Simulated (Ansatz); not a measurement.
# CuGe: the cost of one run

Method: DFT PBE, scalar-relativistic, plane waves, PAW, in Ansatz 0.2.0.

**1. The structure to begin with**

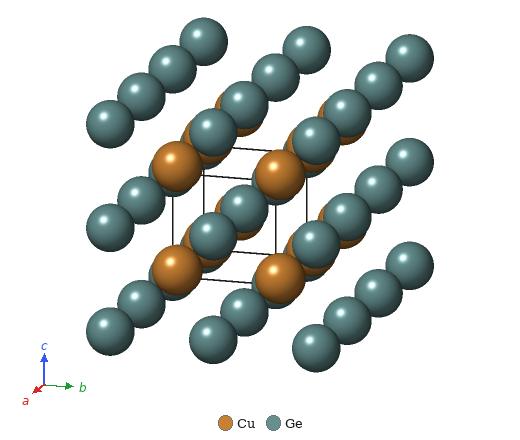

The starting structure, seen slightly off an axis (copper orange, germanium teal). 3×2×2 cells are drawn. Atoms on the faces are drawn again on the opposite ones.

Coordinates:

```
Cu Ge
1.0
     3.15137    0.00000    0.00000
     0.00000    3.15137    0.00000
     0.00000    0.00000    3.15137
Cu Ge
1 1
Cartesian
  1.5757 1.5757 1.5757
  0.0000 0.0000 0.0000
```

The cell is invented: ordered superstructure of bcc (Pm-3m, No. 221). Lengths come from tabulated atomic sizes and are only a guess.

**2. A first look at the guess**

input.yaml reads:

```yaml
crystal:
  lattice:
    - [3.15137146, 0.0, 0.0]
    - [0.0, 3.15137146, 0.0]
    - [0.0, 0.0, 3.15137146]
  atoms:
    - { symbol: Cu, position: [0.5, 0.5, 0.5] }
    - { symbol: Ge, position: [0.0, 0.0, 0.0] }
basis:
  ecutwfc: 420
kpoints:
  mp_grid: { grid: [6, 6, 6] }
hamiltonian:
  xc: pbe
scf:
  occupations: { method: gaussian, width: 0.1 }
  lower_state_search: "off"
output:
  forces: true
  stress: true
  eigenvalues: true
```

Launch:

```bash
> ansatz run input.yaml --threads 1 --pin off --max-ram 2048MiB --backend cpu --events-out ev --progress --plain --runs-dir out
```

Q: Estimate wall time and peak memory on 1 thread of Arm Neoverse V1, shared host.

About 1.1 s, with a peak of 0.28 GiB.
